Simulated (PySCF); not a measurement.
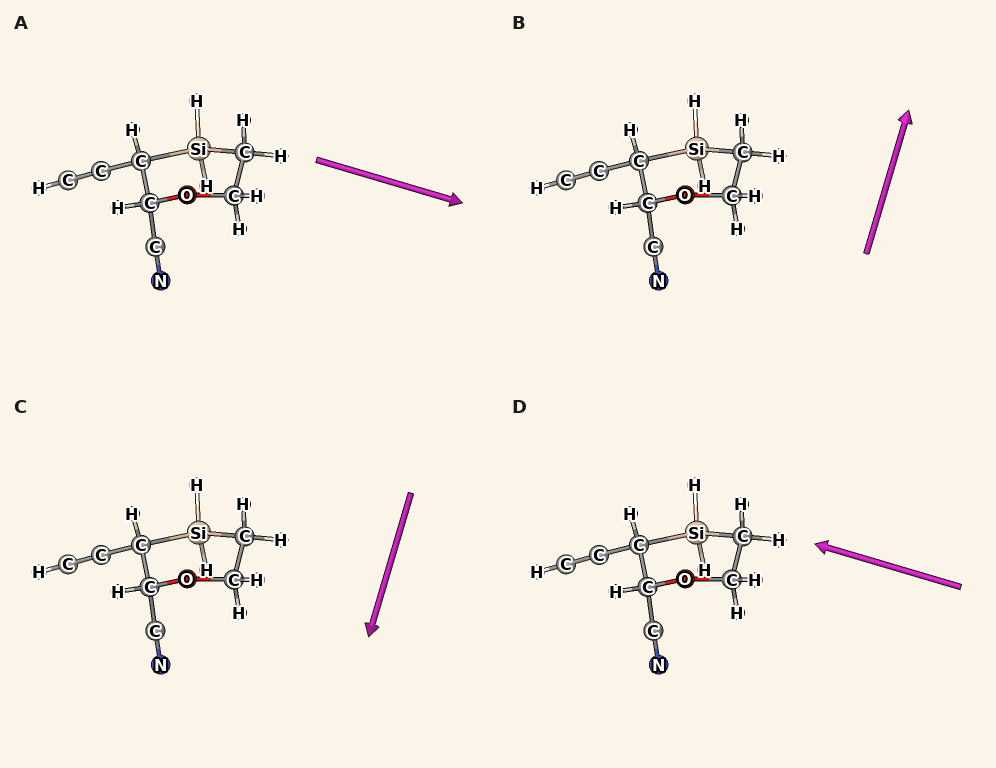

The same molecule four times, each with an arrow. The computed structure is the end point of a GFN2-xTB optimisation. No frequency run is at hand to confirm it as a minimum. Method: PBE0/pcSseg-1, gas phase (PySCF 2.14.0).

Which arrow points along the dipole moment, from the negative to the positive end?

Answer. B. The dipole moment is 3.22 D.

The geometry is semi-empirical. Around Si such bond lengths and angles can be off by a tenth of an ångström or more and by several degrees, and values that hang on the shape move with them.
